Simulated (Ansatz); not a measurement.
Input

```
crystal:
  periodic: [false, false, false]
  atoms:
    - {symbol: Zn, position_ang: [-0.614749, 3.379929, -1.096657]}
    - {symbol: Zn, position_ang: [0.091287, -2.611965, -0.457621]}
    - {symbol: Zn, position_ang: [-0.659081, 0.672580, -2.190010]}
    - {symbol: Zn, position_ang: [0.169191, 0.574145, 0.887824]}
    - {symbol: Zn, position_ang: [0.898305, -1.642052, 2.624346]}
    - {symbol: O, position_ang: [0.350161, -1.320350, 0.839259]}
    - {symbol: O, position_ang: [-0.331837, 1.586996, -0.567502]}
    - {symbol: Cl, position_ang: [-0.608007, 5.388038, -0.414216]}
    - {symbol: Cl, position_ang: [0.143392, -4.712253, -0.798249]}
    - {symbol: Cl, position_ang: [1.472114, -3.142067, 4.012089]}
    - {symbol: Cl, position_ang: [0.768007, 0.750970, 3.073976]}
    - {symbol: Cl, position_ang: [-0.562960, -1.498160, -2.565015]}
    - {symbol: Cl, position_ang: [-1.115813, 2.574199, -3.348234]}
basis:
  gaussian: {orbitals: def2-SVP, initial_orbitals: start.molden}
hamiltonian: {xc: pbe0, dispersion: d4}
scf: {omitted_lower_state_checks: [starts]}
output: {forces: true, orbitals: {seedname: orbitals}}
```

Launched as:

```sh
ansatz run in.yaml --threads 6 --pin off --events-out ev --progress --plain --max-ram 7833MiB
```

Geometry: PBE-D4/def2-SVP.

These are results of Ansatz 0.2.0, RKS PBE0-D4/def2-SVP, not measurements.

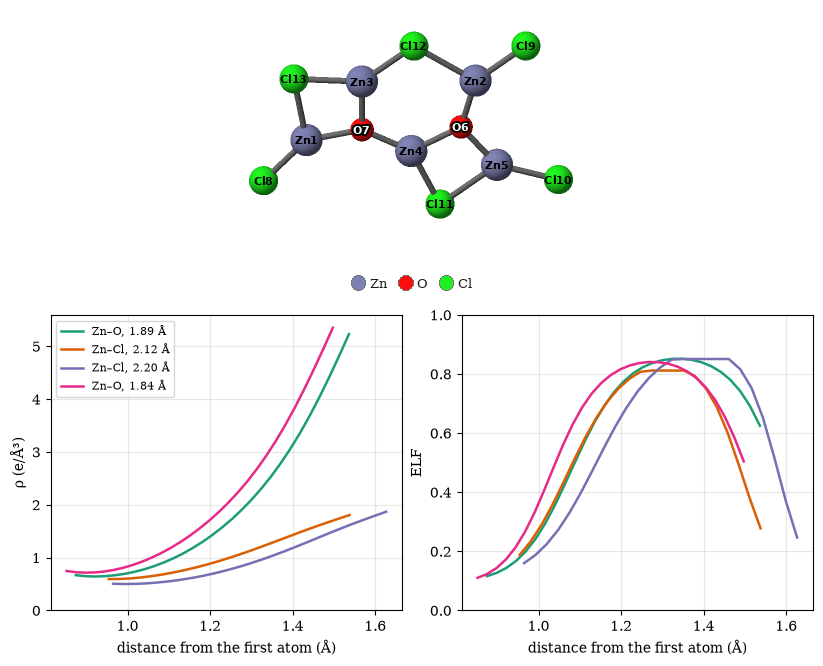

Cl6O2Zn5. Total electron density and ELF along straight lines between neighbouring atoms. The curves leave out the atomic cores. The structure is drawn too.

### Compare the contacts.

Zn–O (1.89 Å): the density is about 0.65 e/Å³ at the midpoint; the ELF peaks at about 0.85 in the valence shell of O, 0.5 Å from its nucleus, and is about 0.15 at the midpoint.
Zn–Cl (2.12 Å): the density is about 0.65 e/Å³ at the midpoint; the ELF peaks at about 0.80 in the valence shell of Cl, 0.8 Å from its nucleus, and is about 0.45 at the midpoint.
Zn–Cl (2.20 Å): the density is about 0.55 e/Å³ at the midpoint; the ELF peaks at about 0.85 in the valence shell of Cl, 0.9 Å from its nucleus, and is about 0.40 at the midpoint.
Zn–O (1.84 Å): the density is about 0.72 e/Å³ at the midpoint; the ELF peaks at about 0.85 in the valence shell of O, 0.6 Å from its nucleus, and is about 0.15 at the midpoint.
